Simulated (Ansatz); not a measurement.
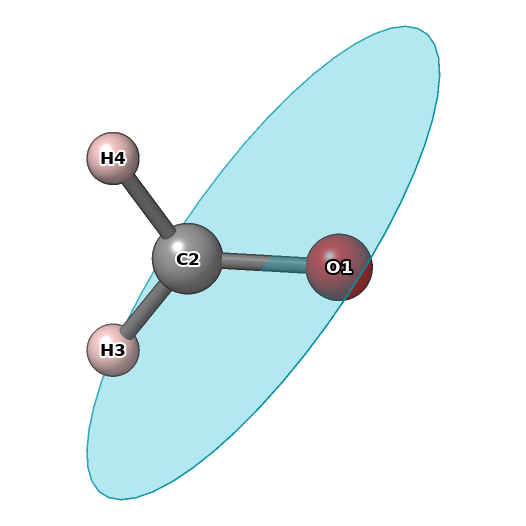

A disc through the centre of mass is drawn in. Depth is shown by fading: the farther an atom, the more it takes the colour of the background. Computed geometry: PBE0-D4/def2-TZVP optimisation.

### Is the plane of the disc a mirror plane of the structure?

No. The point group is C2v, with 1 C2 axis and 2 mirror planes, and this plane isn't one of its mirror planes.
